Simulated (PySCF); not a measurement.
**C$_{2}$H$_{8}$F$_{2}$OSi$_{3}$ (SMILES F[SiH2]/C(F)=C/[SiH2]O[SiH3]): density, localisation and related maps**

```xyz
16

F     2.9815    1.0607   -1.3592
Si    3.4117   -0.0431   -0.2672
C     1.7846   -0.6060    0.5125
F     1.9330   -1.6180    1.4211
C     0.5591   -0.1479    0.2824
Si   -0.9996   -0.8004    1.1204
O    -2.2411    0.1043    0.6098
Si   -3.2993    0.9930   -0.2311
H     4.2665    0.6541    0.6812
H     4.0555   -1.1122   -1.0138
H     0.4780    0.6492   -0.4423
H    -0.9459   -0.6156    2.5692
H    -1.2625   -2.1794    0.7090
H    -2.9342    0.9208   -1.6455
H    -3.1884    2.3557    0.2845
H    -4.6064    0.3937    0.0252
```

Geometry: GFN2-xTB.

Level of theory: PBE0/def2-SVPD, SCF density, gas phase in PySCF.

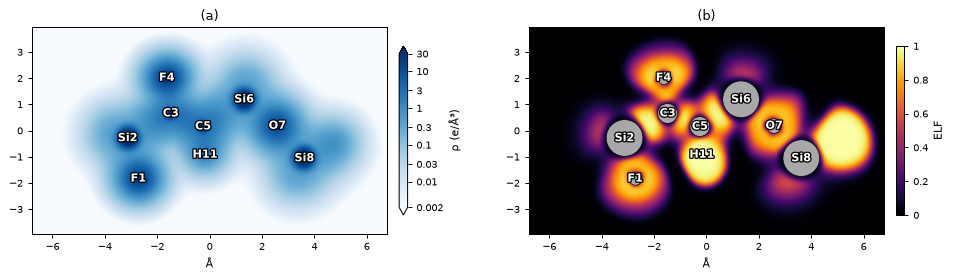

Figure 1. (a) total electron density; (b) ELF on the plane of atoms C3, C5 and H11. Grey discs cover the atomic cores in the ELF map.

What do the fields say about this system?

Atoms in the plane: F, Si, C, O and H.
C–C (1.33 Å): ρ is about 2.3 e/Å³ halfway; the ELF peaks at about 0.90 between the atoms; a multiple bond.
C–F (1.37 Å): the density is about 2.1 e/Å³ at the midpoint, with its minimum of 1.6 e/Å³ about 0.5 Å from C; the ELF peaks at about 0.85 between the atoms, as expected for a polar covalent bond.
Si–F (1.61 Å): ρ at the midpoint is about 1 e/Å³; the ELF peaks at about 0.85 in the valence shell of F, 0.6 Å from its nucleus, and is about 0.45 at the midpoint.
Si–O (1.62 Å): ρ is about 1.1 e/Å³ halfway; the ELF peaks at about 0.85 between the atoms: a polar covalent bond.
C–Si (1.89 Å): ρ at the midpoint is about 0.93 e/Å³; the ELF peaks at about 1 between the atoms; a covalent bond.
The ELF also peaks beside F1, O7 and F4, away from the bonds: lone-pair regions.

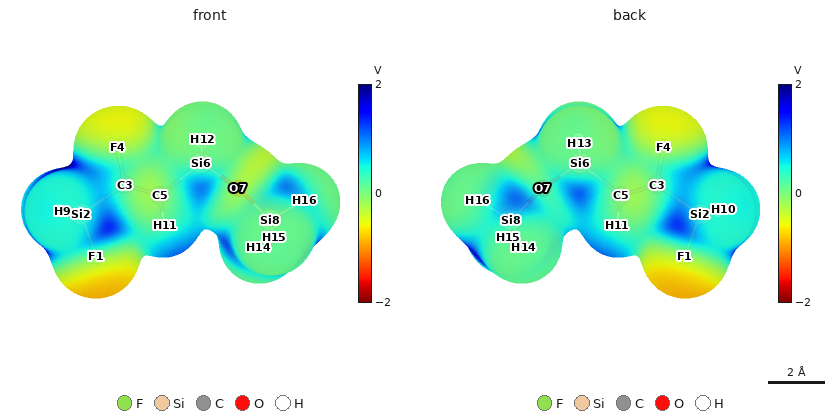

Figure 2. The electrostatic potential painted on the density surface at 0.002 e/bohr³, seen from the front and from behind; the colour scale runs from red (negative) to blue (positive).

Which sites attract a positive test charge, and which a negative one?

A positive charge is drawn to the negative regions and a negative charge to the positive ones. The most negative region (about −0.9 V) lies over F1, the most positive (about +1.9 V) over Si2.

How polar is the molecule by this calculation?

Its dipole moment is 0.31 D.
